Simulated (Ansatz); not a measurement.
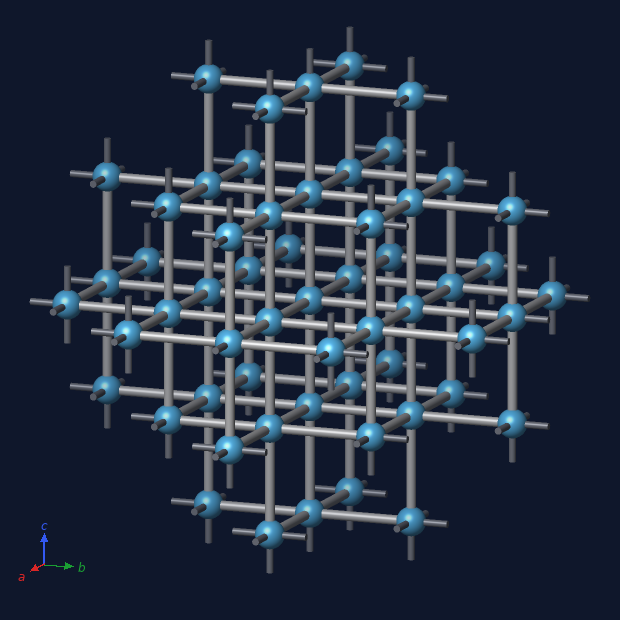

A cut-out of a periodic net derived from a crystal structure. Nodes are coloured by topological kind. Edges to nodes outside the piece are drawn as stubs.

Describe the net.

A uninodal 6-connected, three-periodic net. It is the pcu net, known from NaCl, ReO3 and the B-X framework of perovskite.

Give point symbol and coordination sequence.

4^12.6^3, sequence 6, 18, 38, 66, 102, 146.

Where the net comes from. CuGeF3 (space group Pm-3m, No. 221). Coordinates: the geometry relaxed with DFT PBE, scalar-relativistic, plane waves, PAW (Ansatz 0.2.0); the starting structure was generated, so it need not be a known form of this composition. Bonds are taken as Cu–F below 2.3 Å; no other contact counts. Simplification: prune 0- and 1-connected atoms, fold 2-connected ones into links. Cu is a 6-connected node. F becomes part of the edges. Ge drops out.
